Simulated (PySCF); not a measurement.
**[Nd(H2O)8]3+: how settings move a single point**

Aim: repeat the single point on relaxed [Nd(H2O)8]3+ with altered settings, some of them bad on purpose. It is a constructed species; whether it can be made isn't addressed.

Computed with PySCF 2.14.0. Level: BP86, Nd lcecp-1-SVP with ECP49, O def2-SVP, H def2-SVP; scalar-relativistic core potentials, no spin–orbit coupling.

4 further runs of the same task are left out: 2 for a known fault of the program, 2 that didn't finish.

### Step 1. The starting structure

25 atoms, charge 3, spin multiplicity 1.

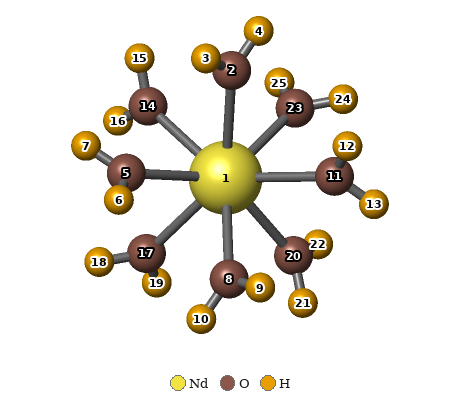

The structure; neodymium yellow, oxygen brown, hydrogen amber; atoms are numbered from 1 in the order of the file.

As a file:

```xyz
25
charge 3, multiplicity 1
Nd    0.0000    0.0000    0.0008
O     2.1005    0.0029    1.3626
H     2.2986    0.5791    2.1346
H     2.9118   -0.5394    1.2434
O    -0.0029    2.1005    1.3626
H    -0.5791    2.2986    2.1346
H     0.5394    2.9118    1.2434
O    -2.1005   -0.0029    1.3626
H    -2.2986   -0.5791    2.1346
H    -2.9118    0.5394    1.2434
O     0.0029   -2.1005    1.3626
H     0.5791   -2.2986    2.1346
H    -0.5394   -2.9118    1.2434
O     1.4802    1.4885   -1.3629
H     2.4371    1.6804   -1.2436
H     1.2111    2.0356   -2.1344
O    -1.4885    1.4802   -1.3629
H    -1.6804    2.4371   -1.2436
H    -2.0356    1.2111   -2.1344
O    -1.4802   -1.4885   -1.3629
H    -2.4371   -1.6804   -1.2436
H    -1.2111   -2.0356   -2.1344
O     1.4885   -1.4802   -1.3629
H     1.6804   -2.4371   -1.2436
H     2.0356   -1.2111   -2.1344
```

Formal oxidation states: Nd +3. Each metal's 3 4f electrons lie in its core potential, so multiplicities, spins and levels count the valence alone. An earlier session relaxed this geometry at BP86, Nd lcecp-1-SVP with ECP49, O def2-SVP, H def2-SVP (singlet, point group S8).

The sound run used a (50, 194) grid (finer on f atoms), a threshold of 1e-8 and at most 55 cycles, and ended at -644.253523 Eh.

### Step 2. Try 1

Contents of run.py (the lines that set the calculation):

```python
mol = gto.M(atom='''
Nd     0.00000     0.00000     0.00076
O      1.97450     0.00274     1.28086
H      2.16065     0.54432     2.00654
H      2.73707    -0.50707     1.16883
O     -0.00274     1.97450     1.28086
H     -0.54432     2.16065     2.00654
H      0.50707     2.73707     1.16883
O     -1.97450    -0.00274     1.28086
H     -2.16065    -0.54432     2.00654
H     -2.73707     0.50707     1.16883
O      0.00274    -1.97450     1.28086
H      0.54432    -2.16065     2.00654
H     -0.50707    -2.73707     1.16883
O      1.39136     1.39917    -1.28112
H      2.29091     1.57962    -1.16898
H      1.13839     1.91350    -2.00632
O     -1.39917     1.39136    -1.28112
H     -1.57962     2.29091    -1.16898
H     -1.91350     1.13839    -2.00632
O     -1.39136    -1.39917    -1.28112
H     -2.29091    -1.57962    -1.16898
H     -1.13839    -1.91350    -2.00632
O      1.39917    -1.39136    -1.28112
H      1.57962    -2.29091    -1.16898
H      1.91350    -1.13839    -2.00632''',
    basis={'Nd': 'lcecp-1-SVP', 'O': 'def2-SVP', 'H': 'def2-SVP'},
    ecp={'Nd': 'lcecp-1-SVP'},
    charge=3, spin=0)
mf = dft.RKS(mol, xc='B88,P86')
mf.grids.atom_grid = (50, 194)  # f atoms: unpruned, at least (60, 302)
mf = mf.density_fit()  # fitting sets: Nd AutoAux, O def2-universal-JKFIT, H def2-universal-JKFIT
mf.conv_tol = 1e-08; mf.max_cycle = 55
mf.kernel(dm0)  # dm0: free metal ions and neutral atoms
```

Command:

```
> OMP_NUM_THREADS=4 python run.py
```

Log:

```text
init E= -636.328715076534
  HOMO = -1.09295527945508  LUMO = -0.723920166217145  gap/eV = 10.04196
cycle= 1 E= -641.816822039874  delta_E= -5.49  |g|= 3.65  |ddm|= 4.71
  HOMO = -0.394755542056771  LUMO = -0.339254149437728  gap/eV = 1.51027
cycle= 2 E= -636.407399213134  delta_E= 5.41  |g|= 6.18  |ddm|= 8.07
  HOMO = -0.77391107790853  LUMO = -0.457054268687693  gap/eV = 8.62211
cycle= 3 E= -644.144753119417  delta_E= -7.74  |g|= 0.342  |ddm|= 6.41
  HOMO = -0.738029901338407  LUMO = -0.473391986702634  gap/eV = 7.20116
cycle= 4 E= -644.167208400076  delta_E= -0.0225  |g|= 0.113  |ddm|= 0.442
  HOMO = -0.732222175714603  LUMO = -0.449842204996123  gap/eV = 7.68395
cycle= 5 E= -644.170387675903  delta_E= -0.00318  |g|= 0.012  |ddm|= 0.173
  HOMO = -0.733589128702628  LUMO = -0.453519061626121  gap/eV = 7.62109
cycle= 6 E= -644.170434091939  delta_E= -4.64e-05  |g|= 0.00198  |ddm|= 0.0215
  HOMO = -0.733525951024761  LUMO = -0.453126770410542  gap/eV = 7.63005
cycle= 7 E= -644.170435296728  delta_E= -1.2e-06  |g|= 0.000388  |ddm|= 0.00348
  HOMO = -0.733529649607327  LUMO = -0.453138400258567  gap/eV = 7.62983
cycle= 8 E= -644.170435311491  delta_E= -1.48e-08  |g|= 0.00027  |ddm|= 0.000493
  HOMO = -0.733531803028  LUMO = -0.453144210674477  gap/eV = 7.62974
cycle= 9 E= -644.170435324571  delta_E= -1.31e-08  |g|= 1.79e-05  |ddm|= 0.000206
  HOMO = -0.733532721979564  LUMO = -0.45314516950258  gap/eV = 7.62973
cycle= 10 E= -644.170435324635  delta_E= -6.37e-11  |g|= 3.74e-06  |ddm|= 1.6e-05
  HOMO = -0.733533103044231  LUMO = -0.453145068013765  gap/eV = 7.62975
Extra cycle  E= -644.170435324629  delta_E= 6.37e-12  |g|= 4e-06  |ddm|= 6.58e-06
converged SCF energy = -644.170435324629
```

Run time: 28 s. Hardware: 4 threads of Arm Neoverse N1, shared host.

Changed: the scale of all coordinates (0.94). It converges in 10 cycles, +2.261 eV from the sound run, with a largest force component of 3.36 eV/Å. The setting is unsound, so these numbers aren't the compound's.

### Step 3. Try 2

Contents of run.py (the lines that set the calculation):

```python
mol = gto.M(atom='''
Nd     0.00000     0.00000     0.00080
O      2.10053     0.00292     1.36262
H      2.29857     0.57906     2.13461
H      2.91178    -0.53944     1.24344
O     -0.00292     2.10053     1.36262
H     -0.57906     2.29857     2.13461
H      0.53944     2.91178     1.24344
O     -2.10053    -0.00292     1.36262
H     -2.29857    -0.57906     2.13461
H     -2.91178     0.53944     1.24344
O      0.00292    -2.10053     1.36262
H      0.57906    -2.29857     2.13461
H     -0.53944    -2.91178     1.24344
O      1.48017     1.48848    -1.36290
H      2.43713     1.68045    -1.24359
H      1.21106     2.03564    -2.13438
O     -1.48848     1.48017    -1.36290
H     -1.68045     2.43713    -1.24359
H     -2.03564     1.21106    -2.13438
O     -1.48017    -1.48848    -1.36290
H     -2.43713    -1.68045    -1.24359
H     -1.21106    -2.03564    -2.13438
O      1.48848    -1.48017    -1.36290
H      1.68045    -2.43713    -1.24359
H      2.03564    -1.21106    -2.13438''',
    basis={'Nd': 'lcecp-1-SVP', 'O': 'def2-SVP', 'H': 'def2-SVP'},
    ecp={'Nd': 'lcecp-1-SVP'},
    charge=3, spin=0)
mf = dft.RKS(mol, xc='B88,P86')
mf.grids.atom_grid = (50, 194)  # f atoms: unpruned, at least (60, 302)
mf = mf.density_fit()  # fitting sets: Nd AutoAux, O def2-universal-JKFIT, H def2-universal-JKFIT
mf.conv_tol = 1e-08; mf.max_cycle = 55
mf.kernel(dm0)  # dm0: smeared density
```

Command:

```
> OMP_NUM_THREADS=4 python run.py
```

Log:

```text
init E= -644.216576280297
  HOMO = -0.707313675925026  LUMO = -0.461507735708381  gap/eV = 6.68872
cycle= 1 E= -644.253222680684  delta_E= -0.0366  |g|= 0.0334  |ddm|= 0.0771
  HOMO = -0.703943037100343  LUMO = -0.469843127981083  gap/eV = 6.37018
cycle= 2 E= -644.252873093925  delta_E= 0.00035  |g|= 0.0558  |ddm|= 0.0938
  HOMO = -0.706356718633619  LUMO = -0.467022227649682  gap/eV = 6.51262
cycle= 3 E= -644.253511664455  delta_E= -0.000639  |g|= 0.00681  |ddm|= 0.0455
  HOMO = -0.705794156493852  LUMO = -0.465586558926304  gap/eV = 6.53638
cycle= 4 E= -644.253523293652  delta_E= -1.16e-05  |g|= 0.000673  |ddm|= 0.00966
  HOMO = -0.705844719318311  LUMO = -0.465612993754331  gap/eV = 6.53704
cycle= 5 E= -644.253523390474  delta_E= -9.68e-08  |g|= 6.07e-05  |ddm|= 0.000625
  HOMO = -0.705848182760419  LUMO = -0.465620817908068  gap/eV = 6.53692
cycle= 6 E= -644.253523391243  delta_E= -7.7e-10  |g|= 6.22e-06  |ddm|= 8.57e-05
  HOMO = -0.705847678669575  LUMO = -0.465619239418174  gap/eV = 6.53695
Extra cycle  E= -644.25352339125  delta_E= -6.14e-12  |g|= 4e-06  |ddm|= 1.17e-05
converged SCF energy = -644.25352339125
```

It took 22 s on 4 threads of Arm Neoverse N1, shared host.

Changed: the starting guess (smeared density). It converges in 6 cycles, at the sound run's energy within 0.001 eV, with a largest force component of 0.01 eV/Å. The result survives the change.

### Step 4. Try 3

Changes to run.py (the lines that set the calculation) since step 3:

```diff
@@ -30,5 +30,5 @@
 mf = dft.RKS(mol, xc='B88,P86')
-mf.grids.atom_grid = (50, 194)  # f atoms: unpruned, at least (60, 302)
+mf.grids.atom_grid = (30, 86)  # f atoms: unpruned
 mf = mf.density_fit()  # fitting sets: Nd AutoAux, O def2-universal-JKFIT, H def2-universal-JKFIT
 mf.conv_tol = 1e-08; mf.max_cycle = 55
-mf.kernel(dm0)  # dm0: smeared density
+mf.kernel(dm0)  # dm0: free metal ions and neutral atoms
```

Command:

```
> OMP_NUM_THREADS=4 python run.py
```

Log:

```text
init E= -635.749970969653
  HOMO = -1.0452775470747  LUMO = -0.700708309647382  gap/eV = 9.37621
cycle= 1 E= -641.801118696017  delta_E= -6.05  |g|= 3.66  |ddm|=  4.4
  HOMO = -0.362273209189855  LUMO = -0.326310363054986  gap/eV = 0.97860
cycle= 2 E= -634.581066596553  delta_E= 7.22  |g|= 6.65  |ddm|= 7.97
  HOMO = -0.745539172281376  LUMO = -0.44388767925786  gap/eV = 8.20836
cycle= 3 E= -644.197387004495  delta_E= -9.62  |g|= 0.455  |ddm|= 6.43
  HOMO = -0.715381839977519  LUMO = -0.501296798440269  gap/eV = 5.82555
cycle= 4 E= -644.238361438089  delta_E= -0.041  |g|= 0.169  |ddm|= 0.672
  HOMO = -0.704337442206619  LUMO = -0.462010271390383  gap/eV = 6.59406
cycle= 5 E= -644.246600769084  delta_E= -0.00824  |g|= 0.0142  |ddm|= 0.266
  HOMO = -0.705868444354501  LUMO = -0.466687287897066  gap/eV = 6.50845
cycle= 6 E= -644.246674072293  delta_E= -7.33e-05  |g|= 0.00442  |ddm|= 0.027
  HOMO = -0.705835445871021  LUMO = -0.466283990292201  gap/eV = 6.51853
cycle= 7 E= -644.246676703919  delta_E= -2.63e-06  |g|= 0.00323  |ddm|= 0.00558
  HOMO = -0.705790532870529  LUMO = -0.466163357709288  gap/eV = 6.52059
cycle= 8 E= -644.246678668305  delta_E= -1.96e-06  |g|= 0.000142  |ddm|= 0.00232
  HOMO = -0.705793778720319  LUMO = -0.466177815905912  gap/eV = 6.52028
cycle= 9 E= -644.246678672576  delta_E= -4.27e-09  |g|= 1.93e-05  |ddm|= 0.000233
  HOMO = -0.705796075832285  LUMO = -0.466178426471377  gap/eV = 6.52033
Extra cycle  E= -644.246678672542  delta_E= 3.39e-11  |g|= 2.39e-05  |ddm|= 3.44e-05
converged SCF energy = -644.246678672542
```

Run time: 19 s. Hardware: 4 threads of Arm Neoverse N1, shared host.

Changed: the integration grid, to (30, 86). It converges in 9 cycles, +0.186 eV from the sound run, with a largest force component of 0.15 eV/Å. The setting is unsound, so these numbers aren't the compound's.

### Step 5. Side by side

| run | changed | ending | energy change (eV) | cycles | time | usable |
| --- | --- | --- | --- | --- | --- | --- |
| 1 | the scale of all coordinates | converged | +2.261 | 10 | 28 s | no |
| 2 | the starting guess | converged | 0.000 | 6 | 22 s | yes |
| 3 | the integration grid | converged | +0.186 | 9 | 19 s | no |

1 of 3 altered runs gives a usable result. 2 ended normally with numbers unfit to quote.
